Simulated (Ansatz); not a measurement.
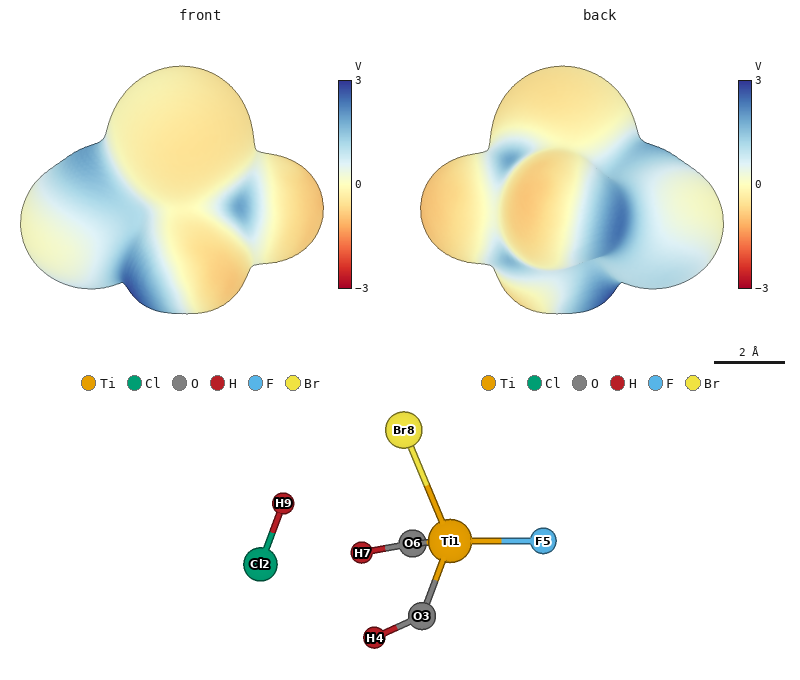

BrFH2O2Ti···HCl. The molecular electrostatic potential painted on the density surface at 0.002 e/bohr³, seen from the front and from behind; red is negative and blue positive. The bare structure is drawn below in the same view.

Not at a stationary point (largest force 0.9 eV/Å).

Theory: Ansatz 0.2.0, RKS PBE/def2-SVP.

```yaml
atoms:
  - { symbol: Ti, position_ang: [0.0863, 0.5461, -0.6062] }
  - { symbol: Cl, position_ang: [0.8578, -1.0884, 2.4778] }
  - { symbol: O, position_ang: [1.5767, -0.4068, -0.7366] }
  - { symbol: H, position_ang: [1.9433, -1.0323, -0.0811] }
  - { symbol: F, position_ang: [-0.4041, 1.0823, -2.1955] }
  - { symbol: O, position_ang: [-1.2143, -0.4199, 0.1128] }
  - { symbol: H, position_ang: [-1.1051, -0.9566, 0.9267] }
  - { symbol: Br, position_ang: [0.5434, 2.4851, 0.9405] }
  - { symbol: H, position_ang: [0.8640, 0.2551, 2.5065] }
```

**Describe the electrostatic potential map.**

The most negative region (about −0.9 V, or −21 kcal/mol for a unit charge) lies over O3, F5 and O6, the most positive (about +2.6 V, or +60 kcal/mol for a unit charge) over H4. Cl2 shows a σ-hole: about +1.0 V, or +23 kcal/mol for a unit charge at the tip opposite its bond, against about +0.6 V, or +14 kcal/mol for a unit charge on its flanks.
